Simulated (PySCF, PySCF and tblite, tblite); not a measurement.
# C5H8F3NSi: conformers and averaged spectra

Aim: find the conformers of C5H8F3NSi (`C[Si](C)(N)C#CC(F)(F)F`), weigh them, and average their properties.

Computed with tblite 0.8.0 (tight binding) and PySCF 2.14.0 (DFT, with response routines of our own); each step states its level. Atoms count from 0 throughout.

### Step 1. The molecule as given

18 atoms, charge 0, multiplicity 1; geometry from: MMFF94s geometry.

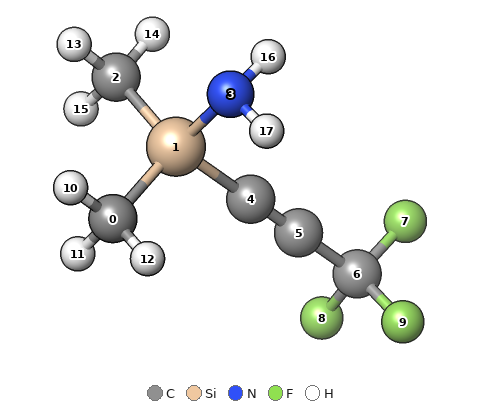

The starting geometry (carbon grey, silicon light orange, nitrogen blue, fluorine green, hydrogen white), atoms numbered.

### Step 2. GFN2-xTB relaxation, conformer 1

The job: settings as JSON, then the geometry in Å.

```
{"job": {"xc": "GFN2-xTB", "basis": "xTB", "kind": "relax"}, "charge": 0, "multiplicity": 1}
C     -1.053800     1.057600    -1.837300
Si    -0.806600    -0.243000    -0.549900
C     -2.257100    -0.350700     0.605200
N     -0.575200    -1.754300    -1.310700
C      0.776400     0.071400     0.432100
C      1.789000     0.266400     1.035900
C      3.028100     0.503800     1.778700
F      3.238800    -0.472500     2.697300
F      2.982100     1.678000     2.440300
F      4.088600     0.527600     0.955200
H     -1.961800     0.851600    -2.430800
H     -1.188900     2.043200    -1.375700
H     -0.216000     1.114800    -2.511900
H     -3.177600    -0.577300     0.045200
H     -2.129700    -1.117600     1.359700
H     -2.422800     0.603700     1.135900
H     -0.378700    -2.466300    -0.593400
H      0.256300    -1.729900    -1.887500
```

Started as:

```sh
$ OMP_NUM_THREADS=1 python ens_run.py task.json out
```

The driver reads the study from task.json and runs its stages one after another.

What it wrote:

```text
step      E/eV     max force
  0    -913.40176    1.440
  1    -913.45226    2.499
  2    -913.47675    1.480
  3    -913.50891    0.424
  4    -913.52907    0.394
  5    -913.56772    0.746
  6    -913.58593    0.639
  7    -913.60133    0.263
  8    -913.60608    0.186
  9    -913.60898    0.207
 10    -913.61141    0.124
 11    -913.61311    0.090
 12    -913.61441    0.108
 13    -913.61596    0.146
 14    -913.61844    0.168
 15    -913.62140    0.165
 16    -913.62361    0.091
 17    -913.62484    0.108
 18    -913.62584    0.109
 19    -913.62718    0.141
 20    -913.62902    0.151
 21    -913.63080    0.090
 22    -913.63193    0.058
 23    -913.63245    0.051
 24    -913.63281    0.068
 25    -913.63322    0.059
 26    -913.63356    0.054
 27    -913.63385    0.050
 28    -913.63414    0.042
 29    -913.63451    0.059
 30    -913.63496    0.055
 31    -913.63547    0.055
 32    -913.63601    0.066
 33    -913.63661    0.068
 34    -913.63727    0.079
 35    -913.63800    0.068
 36    -913.63879    0.061
 37    -913.63959    0.063
 38    -913.64031    0.077
 39    -913.64083    0.076
 40    -913.64113    0.048
 41    -913.64133    0.034
 42    -913.64133    0.034
 43    -913.64142    0.028
 44    -913.64167    0.117
 45    -913.64170    0.169
 46    -913.64185    0.049
 47    -913.64198    0.038
 48    -913.64218    0.080
 49    -913.64231    0.066
 50    -913.64242    0.027
 51    -913.64253    0.044
 52    -913.64269    0.086
 53    -913.64291    0.101
 54    -913.64317    0.074
 55    -913.64344    0.041
 56    -913.64368    0.052
 57    -913.64390    0.069
 58    -913.64410    0.051
 59    -913.64426    0.035
 60    -913.64438    0.026
 61    -913.64447    0.039
 62    -913.64455    0.030
 63    -913.64462    0.021
 64    -913.64468    0.023
 65    -913.64472    0.022
 66    -913.64475    0.014
 67    -913.64479    0.014
 68    -913.64485    0.035
 69    -913.64494    0.053
 70    -913.64506    0.050
 71    -913.64518    0.032
 72    -913.64531    0.035
 73    -913.64545    0.053
 74    -913.64556    0.058
 75    -913.64563    0.035
 76    -913.64567    0.021
 77    -913.64570    0.027
 78    -913.64576    0.055
 79    -913.64583    0.066
 80    -913.64590    0.045
 81    -913.64593    0.016
 82    -913.64594    0.016
 83    -913.64597    0.032
 84    -913.64601    0.045
 85    -913.64607    0.043
 86    -913.64613    0.023
 87    -913.64619    0.023
 88    -913.64626    0.043
 89    -913.64632    0.044
 90    -913.64635    0.025
 91    -913.64637    0.012
 92    -913.64638    0.017
 93    -913.64640    0.026
 94    -913.64642    0.026
 95    -913.64644    0.015
 96    -913.64645    0.008
 97    -913.64646    0.012
 98    -913.64646    0.014
 99    -913.64647    0.009
100    -913.64647    0.004
101    -913.64647    0.006
102    -913.64647    0.012
103    -913.64648    0.016
104    -913.64649    0.015
105    -913.64649    0.011
106    -913.64650    0.010
107    -913.64651    0.012
108    -913.64651    0.009
109    -913.64651    0.004
```

It took 1.4 s on 1 thread of Arm Neoverse N1, shared host.

Gain 0.245 eV; displacement 0.20 Å root mean square.

**GFN2-xTB relaxation, conformer 2**

The job: settings as JSON, then the geometry in Å.

```
{"job": {"xc": "GFN2-xTB", "basis": "xTB", "kind": "relax"}, "charge": 0, "multiplicity": 1}
C     -1.311000    -1.333400    -1.287000
Si    -0.828500     0.210500    -0.365800
C     -0.687700     1.650600    -1.512600
N     -2.005700     0.542500     0.825100
C      0.788000    -0.074100     0.568600
C      1.809800    -0.245100     1.163400
C      3.056100    -0.446800     1.901100
F      3.655600     0.734400     2.197700
F      3.931700    -1.193300     1.183100
F      2.818900    -1.099700     3.072700
H     -1.420000    -2.188100    -0.612500
H     -2.283300    -1.192700    -1.790800
H     -0.578600    -1.582900    -2.035400
H     -1.644700     1.834000    -2.027600
H     -0.427300     2.576800    -0.977200
H      0.060900     1.476800    -2.270100
H     -2.007500    -0.202600     1.534500
H     -2.935500     0.539400     0.421000
```

What it wrote:

```text
step      E/eV     max force
  0    -913.33382    1.418
  1    -913.38647    2.718
  2    -913.41577    1.471
  3    -913.44595    0.396
  4    -913.46049    0.345
  5    -913.49236    0.657
  6    -913.51037    0.508
  7    -913.52705    0.209
  8    -913.53374    0.151
  9    -913.53796    0.193
 10    -913.54228    0.172
 11    -913.54634    0.157
 12    -913.55005    0.182
 13    -913.55469    0.293
 14    -913.56182    0.336
 15    -913.57141    0.343
 16    -913.58043    0.239
 17    -913.58525    0.107
 18    -913.58697    0.089
 19    -913.58853    0.119
 20    -913.59093    0.162
 21    -913.59323    0.126
 22    -913.59456    0.056
 23    -913.59509    0.053
 24    -913.59542    0.054
 25    -913.59573    0.041
 26    -913.59594    0.038
 27    -913.59594    0.038
 28    -913.59601    0.032
 29    -913.59617    0.124
 30    -913.59629    0.095
 31    -913.59640    0.055
 32    -913.59672    0.048
 33    -913.59700    0.092
 34    -913.59735    0.087
 35    -913.59760    0.038
 36    -913.59776    0.033
 37    -913.59789    0.044
 38    -913.59805    0.055
 39    -913.59824    0.053
 40    -913.59842    0.037
 41    -913.59854    0.032
 42    -913.59862    0.033
 43    -913.59870    0.027
 44    -913.59879    0.029
 45    -913.59889    0.027
 46    -913.59901    0.037
 47    -913.59918    0.036
 48    -913.59941    0.039
 49    -913.59969    0.038
 50    -913.59996    0.041
 51    -913.60018    0.048
 52    -913.60039    0.040
 53    -913.60070    0.049
 54    -913.60116    0.061
 55    -913.60163    0.058
 56    -913.60189    0.043
 57    -913.60186    0.081
 58    -913.60209    0.027
 59    -913.60215    0.029
 60    -913.60226    0.032
 61    -913.60232    0.025
 62    -913.60238    0.016
 63    -913.60244    0.016
 64    -913.60250    0.015
 65    -913.60254    0.015
 66    -913.60258    0.016
 67    -913.60261    0.015
 68    -913.60264    0.020
 69    -913.60267    0.015
 70    -913.60273    0.017
 71    -913.60281    0.019
 72    -913.60289    0.020
 73    -913.60296    0.022
 74    -913.60301    0.022
 75    -913.60304    0.016
 76    -913.60306    0.011
 77    -913.60309    0.015
 78    -913.60311    0.017
 79    -913.60313    0.015
 80    -913.60315    0.011
 81    -913.60317    0.009
 82    -913.60319    0.008
 83    -913.60319    0.008
 84    -913.60320    0.008
 85    -913.60320    0.005
 86    -913.60321    0.007
 87    -913.60322    0.009
 88    -913.60323    0.008
 89    -913.60323    0.005
 90    -913.60324    0.005
 91    -913.60324    0.006
 92    -913.60325    0.006
 93    -913.60326    0.022
 94    -913.60327    0.022
 95    -913.60328    0.008
 96    -913.60330    0.009
 97    -913.60330    0.008
 98    -913.60332    0.005
 99    -913.60332    0.004
```

Wall time 1.3 s (1 thread of Arm Neoverse N1, shared host).

The energy fell by 0.270 eV, and the atoms moved 0.21 Å (root mean square).

### Step 3. Shieldings, conformer 1: B3LYP/pcSseg-1 in tetrahydrofuran

The job: settings as JSON, then the geometry in Å.

```
{"job": {"xc": "B3LYP", "basis": "pcSseg-1", "solvent": "tetrahydrofuran", "kind": "nmr", "pop": true}, "charge": 0, "multiplicity": 1}
C     -0.938843     1.082618    -1.850655
Si    -0.783311    -0.295812    -0.557856
C     -2.197908    -0.390983     0.701155
N     -0.675786    -1.806415    -1.376838
C      0.767237     0.102933     0.437308
C      1.772450     0.323761     1.061035
C      2.983068     0.600804     1.818139
F      3.227449    -0.338369     2.750565
F      2.924351     1.777170     2.466942
F      4.075218     0.650888     1.033314
H     -1.799683     0.921725    -2.491617
H     -1.053318     2.053434    -1.378887
H     -0.058454     1.129782    -2.484225
H     -3.135968    -0.641190     0.216170
H     -2.003512    -1.146559     1.456176
H     -2.331803     0.556005     1.214402
H     -0.714600    -2.667002    -0.855362
H     -0.065345    -1.906474    -2.171423
```

What it wrote:

```text
coarse grid: 16336 points
cycle   1  E = -838.7734517344  dE =  1.274e+00  |g| = 1.154e+00  |ddm| = 4.044e+00
cycle   2  E = -838.4589406789  dE =  3.145e-01  |g| = 1.783e+00  |ddm| = 2.021e+00
cycle   3  E = -839.0088029768  dE = -5.499e-01  |g| = 2.562e-01  |ddm| = 1.330e+00
cycle   4  E = -839.0224669286  dE = -1.366e-02  |g| = 1.028e-01  |ddm| = 2.506e-01
cycle   5  E = -839.0248204016  dE = -2.353e-03  |g| = 3.429e-02  |ddm| = 8.873e-02
cycle   6  E = -839.0250829839  dE = -2.626e-04  |g| = 3.680e-03  |ddm| = 2.884e-02
cycle   7  E = -839.0250857306  dE = -2.747e-06  |g| = 1.192e-03  |ddm| = 4.535e-03
final grid: 156752 points
cycle   8  E = -839.1080769777  dE = -3.935e-05  |g| = 8.193e-03  |ddm| = 4.025e-02
cycle   9  E = -839.1080680606  dE =  8.917e-06  |g| = 1.081e-02  |ddm| = 1.350e-02
cycle  10  E = -839.1080907397  dE = -2.268e-05  |g| = 6.879e-04  |ddm| = 7.327e-03
cycle  11  E = -839.1080908135  dE = -7.384e-08  |g| = 2.445e-04  |ddm| = 6.788e-04
cycle  12  E = -839.1080908239  dE = -1.041e-08  |g| = 9.834e-05  |ddm| = 2.207e-04
cycle  13  E = -839.1080908255  dE = -1.616e-09  |g| = 4.887e-05  |ddm| = 9.630e-05
cycle  14  E = -839.1080908261  dE = -5.712e-10  |g| = 8.555e-06  |ddm| = 4.192e-05
converged SCF energy = -839.1080908261

GIAO shielding tensors (ppm)
atom      isotropic    diamagn.    paramagn.     s11        s22        s33       span
  0 C      182.312     254.020     -71.708    172.154    183.435    191.348     19.195
  1 Si     359.127     881.847    -522.720    306.472    376.128    394.780     88.308
  2 C      182.319     254.032     -71.713    172.170    183.438    191.349     19.178
  3 N      240.970     318.940     -77.970    214.642    250.845    257.425     42.783
  4 C       76.234     261.052    -184.818    -13.711    -11.577    253.990    267.701
  5 C       89.798     268.333    -178.535     -0.034      4.003    265.426    265.460
  6 C       56.274     248.570    -192.295     51.445     58.564     58.814      7.370
  7 F      230.354     473.193    -242.839    136.694    211.818    342.549    205.855
  8 F      230.590     473.557    -242.966    137.823    211.271    342.678    204.855
  9 F      230.349     473.191    -242.843    136.708    211.775    342.563    205.855
 10 H       31.542      29.357       2.185     27.271     28.653     38.701     11.429
 11 H       31.631      31.895      -0.265     27.717     29.123     38.051     10.334
 12 H       31.335      31.838      -0.502     27.453     29.169     37.384      9.930
 13 H       31.541      29.358       2.183     27.271     28.653     38.699     11.428
 14 H       31.333      31.838      -0.505     27.452     29.164     37.383      9.931
 15 H       31.632      31.899      -0.267     27.718     29.125     38.052     10.334
 16 H       30.750      31.423      -0.673     23.920     26.697     41.634     17.714
 17 H       30.754      31.424      -0.670     23.921     26.704     41.636     17.715
```

Run time: 86 s. Hardware: 1 thread of Arm Neoverse N1, shared host; peak memory 1.1 GiB.

This run: HOMO -7.30 eV, LUMO -0.65 eV; dipole 3.96 D.

Orbitals, density, ELF and potential are computed afterwards from the orbital file.

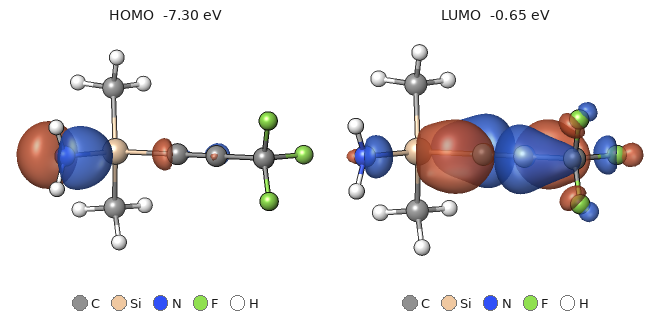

Frontier orbitals at B3LYP/pcSseg-1; each surface holds 70 % of the orbital's density, blue and red mark the sign.

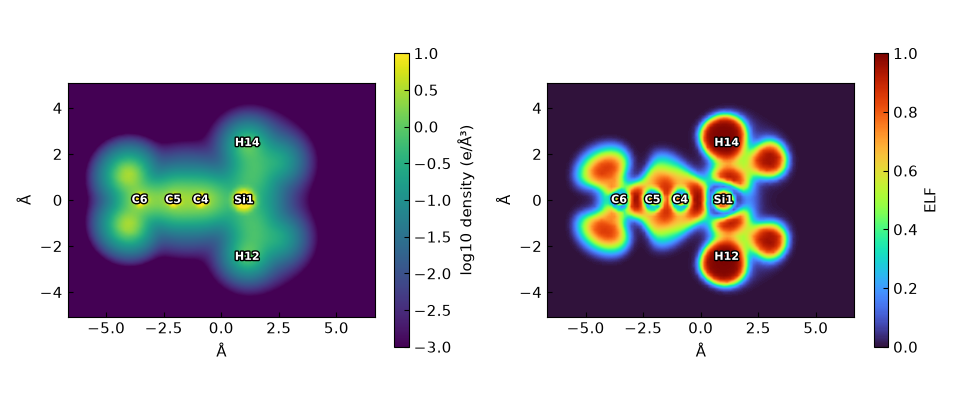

Density (left) and ELF (right) in a plane through or near 6 of the atoms.

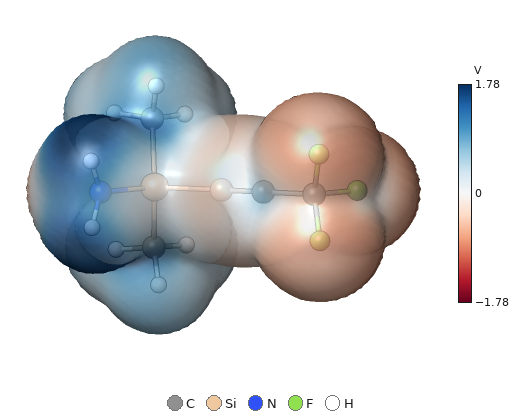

Electrostatic potential on the surface of density 0.002 e/bohr³; red is low, blue high. It runs from -0.78 V near N3 to 1.78 V near H16.

### Step 4. Shieldings, conformer 2: B3LYP/pcSseg-1 in tetrahydrofuran

The job: settings as JSON, then the geometry in Å.

```
{"job": {"xc": "B3LYP", "basis": "pcSseg-1", "solvent": "tetrahydrofuran", "kind": "nmr", "pop": false}, "charge": 0, "multiplicity": 1}
C     -1.180948    -1.456116    -1.330688
Si    -0.903544     0.164507    -0.366268
C     -0.746585     1.677477    -1.498547
N     -2.038929     0.534898     0.874176
C      0.713448    -0.077026     0.554418
C      1.750211    -0.259612     1.135652
C      3.002761    -0.476146     1.841877
F      3.632088     0.675059     2.136875
F      3.871442    -1.213174     1.125255
F      2.825579    -1.124171     3.007911
H     -1.252823    -2.303925    -0.654744
H     -2.098352    -1.423209    -1.912306
H     -0.365125    -1.659541    -2.018069
H     -1.664001     1.855065    -2.051553
H     -0.527484     2.571653    -0.924145
H      0.051873     1.545779    -2.221709
H     -2.230872    -0.126082     1.608312
H     -2.847498     1.100884     0.681898
```

What it wrote:

```text
coarse grid: 16336 points
cycle   1  E = -838.7706130952  dE =  1.277e+00  |g| = 1.156e+00  |ddm| = 4.045e+00
cycle   2  E = -838.4543705755  dE =  3.162e-01  |g| = 1.787e+00  |ddm| = 2.057e+00
cycle   3  E = -839.0054183894  dE = -5.510e-01  |g| = 2.667e-01  |ddm| = 1.346e+00
cycle   4  E = -839.0205457182  dE = -1.513e-02  |g| = 1.002e-01  |ddm| = 2.515e-01
cycle   5  E = -839.0227758170  dE = -2.230e-03  |g| = 3.370e-02  |ddm| = 8.498e-02
cycle   6  E = -839.0230235055  dE = -2.477e-04  |g| = 3.488e-03  |ddm| = 2.751e-02
cycle   7  E = -839.0230260393  dE = -2.534e-06  |g| = 1.027e-03  |ddm| = 4.349e-03
final grid: 156752 points
cycle   8  E = -839.1057532706  dE = -3.974e-05  |g| = 8.444e-03  |ddm| = 3.482e-02
cycle   9  E = -839.1057436286  dE =  9.642e-06  |g| = 1.124e-02  |ddm| = 1.442e-02
cycle  10  E = -839.1057673849  dE = -2.376e-05  |g| = 7.129e-04  |ddm| = 7.895e-03
cycle  11  E = -839.1057674697  dE = -8.481e-08  |g| = 2.301e-04  |ddm| = 7.042e-04
cycle  12  E = -839.1057674808  dE = -1.102e-08  |g| = 5.669e-05  |ddm| = 2.103e-04
cycle  13  E = -839.1057674814  dE = -6.285e-10  |g| = 1.671e-05  |ddm| = 7.748e-05
converged SCF energy = -839.1057674814

GIAO shielding tensors (ppm)
atom      isotropic    diamagn.    paramagn.     s11        s22        s33       span
  0 C      177.256     255.144     -77.887    166.326    176.231    189.213     22.887
  1 Si     355.139     881.616    -526.476    306.752    369.064    389.602     82.850
  2 C      183.368     254.015     -70.646    175.944    182.403    191.758     15.814
  3 N      245.311     317.628     -72.316    213.604    251.974    270.356     56.753
  4 C       76.909     259.416    -182.506    -12.706     -9.725    253.160    265.866
  5 C       89.953     268.072    -178.119     -4.300      4.554    269.604    273.904
  6 C       56.333     248.297    -191.964     51.480     58.391     59.128      7.648
  7 F      230.647     472.909    -242.262    137.281    211.792    342.868    205.587
  8 F      229.971     473.603    -243.632    136.082    211.037    342.795    206.713
  9 F      230.035     472.841    -242.806    136.183    211.541    342.381    206.199
 10 H       31.370      32.001      -0.631     27.649     29.398     37.064      9.415
 11 H       31.574      29.827       1.747     27.612     28.898     38.214     10.602
 12 H       31.587      32.399      -0.812     27.809     29.268     37.684      9.875
 13 H       31.447      29.573       1.874     27.350     28.780     38.211     10.861
 14 H       31.379      31.504      -0.125     27.302     28.889     37.945     10.644
 15 H       31.569      31.901      -0.332     27.654     29.045     38.007     10.352
 16 H       31.029      31.396      -0.367     23.686     27.108     42.292     18.606
 17 H       30.832      30.074       0.758     23.552     26.839     42.104     18.551
```

Run time: 62 s. Hardware: 1 thread of Arm Neoverse N1, shared host; peak memory 1.1 GiB.

This run: HOMO -7.08 eV, LUMO -0.69 eV; dipole 5.24 D.

### Step 5. The ensemble: properties at B3LYP/pcSseg-1 in tetrahydrofuran

The job: settings as JSON, then the geometry in Å.

```
{"job": {"study": "conf", "smiles": "C[Si](C)(N)C#CC(F)(F)F", "search": {"seed": 4404, "n_embed": 60, "ff_keep": 14, "window": 3.0, "nmax": 9, "temps": [200, 250, 298.15, 350, 400], "t_ref": 298.15, "order": 0.001}, "level": {"nmr": {"xc": "B3LYP", "basis": "pcSseg-1", "solvent": "tetrahydrofuran"}}, "kind": "conf"}, "charge": 0, "multiplicity": 1}
C     -0.938843     1.082618    -1.850655
Si    -0.783311    -0.295812    -0.557856
C     -2.197908    -0.390983     0.701155
N     -0.675786    -1.806415    -1.376838
C      0.767237     0.102933     0.437308
C      1.772450     0.323761     1.061035
C      2.983068     0.600804     1.818139
F      3.227449    -0.338369     2.750565
F      2.924351     1.777170     2.466942
F      4.075218     0.650888     1.033314
H     -1.799683     0.921725    -2.491617
H     -1.053318     2.053434    -1.378887
H     -0.058454     1.129782    -2.484225
H     -3.135968    -0.641190     0.216170
H     -2.003512    -1.146559     1.456176
H     -2.331803     0.556005     1.214402
H     -0.714600    -2.667002    -0.855362
H     -0.065345    -1.906474    -2.171423
```

What it wrote:

```text
conformer  sym    E(xTB)   E(DFT)   G(298.15 K)  weight  dipole/D
    1     Cs      0.000    0.000    0.000   0.7393    3.958
    2     C1      0.996    1.469    0.618   0.2607    5.236

mean shielding (ppm) by class
class atoms           200 K      250 K   298.15 K      350 K      400 K
  0 C  0,2          182.087    181.931    181.793    181.669    181.571
  1 Si 1            358.672    358.361    358.087    357.839    357.644
  2 N  3            241.466    241.804    242.102    242.372    242.584
  3 C  4             76.311     76.364      76.41     76.452     76.485
  4 C  5             89.816     89.828     89.838     89.848     89.856
  5 C  6             56.281     56.286      56.29     56.293     56.296
  6 F  7,8,9        230.407     230.39    230.375    230.362    230.352
  7 H  10,11,12      31.501     31.499     31.498     31.498     31.497
  8 H  16,17         30.772     30.786     30.798      30.81     30.818
```

Wall time 2.6 min (1 thread of Arm Neoverse N1, shared host). This counts the runs that the step sums up.

The search (ETKDG and KDG, MMFF94s, GFN2-xTB) embedded 60 structures, kept 3 distinct ones after the force field and 2 after xTB; 2 were carried on (window 3.0 kcal/mol at the search's own energies). Energies: B3LYP/pcSseg-1 in tetrahydrofuran with D3(BJ).

Conformer by conformer (298 K):

| no. | group | mirror pair | ΔE xTB | ΔE DFT | ΔG | weight (%) | μ (D) | C0–Si1–N3–H16 (°) | A, B, C (GHz) |
| --- | --- | --- | --- | --- | --- | --- | --- | --- | --- |
| 1 | Cs | no | 0.00 | 0.00 | 0.00 | 73.9 | 3.96 | -172 | 2.05, 0.44, 0.43 |
| 2 | C1 | yes | 1.00 | 1.47 | 0.62 | 26.1 | 5.24 | 54 | 2.03, 0.44, 0.44 |

Energies in kcal/mol. ΔG holds xTB vibrations and rotation, symmetry numbers and mirror pairs.

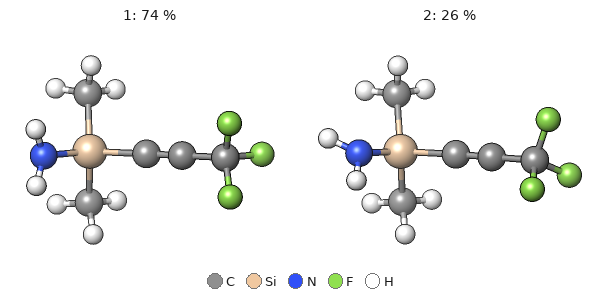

The conformers with their weights.

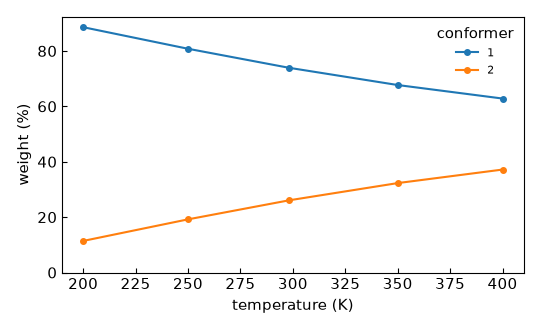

Weights against temperature.

Other ways of weighting, at the same temperature:

| scheme | 1 | 2 | mean μ (D) |
| --- | --- | --- | --- |
| DFT free energy | 74 | 26 | 4.29 |
| DFT energy, symmetry counted | 86 | 14 | 4.14 |
| DFT energy alone | 92 | 8 | 4.06 |
| xTB energy, symmetry counted | 73 | 27 | 4.30 |
| xTB free energy | 56 | 44 | 4.52 |
| lowest conformer only | 100 | 0 | 3.96 |
| equal weights | 50 | 50 | 4.60 |

Shifts against references run at the same level ($^{1}$H TMS 31.81, $^{13}$C TMS 182.7, $^{29}$Si TMS 334.3 ppm of shielding), by class of atoms, at 298 K:

| atoms | environment | no. 1 | no. 2 | average |
| --- | --- | --- | --- | --- |
| C6 | CF3 carbon | 126.4 | 126.3 | 126.4 |
| C4 | alkyne carbon | 106.4 | 105.8 | 106.3 |
| C5 | alkyne carbon | 92.9 | 92.7 | 92.8 |
| C0, C2 | methyl carbon bonded to Si | 0.3 | 2.4 | 0.9 |
| H16, H17 | hydrogen on a nitrogen bonded to Si | 1.06 | 0.88 | 1.01 |
| H10, H11, H12 and 3 more | hydrogen on a methyl carbon bonded to Si | 0.31 | 0.32 | 0.31 |
| Si1 | silicon bonded to 3 C, N | -24.9 | -20.9 | -23.8 |
| N3 | nitrogen bonded to Si, 2 H | 241.0 (σ) | 245.3 (σ) | 242.1 (σ) |
| F7, F8, F9 | fluorine of a CF3 group | 230.4 (σ) | 230.2 (σ) | 230.4 (σ) |

Effective distances for nuclear Overhauser effects, ⟨r⁻⁶⟩^(−1/6) over all pairs of two classes (Å): H10···H16 3.64.

### Step 6. Results

| quantity | value |
| --- | --- |
| conformers | 2; the first in weight is no. 1 (Cs), 74 % at 298 K |
| root-mean-square dipole | 4.33 D |
| averaged $^{13}$C shifts (B3LYP/pcSseg-1 in tetrahydrofuran) | 126.4, 106.3, 92.8, 0.9 ppm |
| averaged $^{1}$H shifts (B3LYP/pcSseg-1 in tetrahydrofuran) | 1.01, 0.31 ppm |
| averaged $^{29}$Si shifts (B3LYP/pcSseg-1 in tetrahydrofuran) | -23.8 ppm |

**Reading.** Conformer 1 leads with 74 % at 298 K, and its share goes from 89 % at 200 K to 63 % at 400 K. Among conformers over 5 %, C0, C2 differ by 2.0 ppm, while the average moves by 0.5 ppm from 200 to 400 K. Protons on O, N, S or Se exchange and bind to solvent, so their values hold for the lone molecule only.
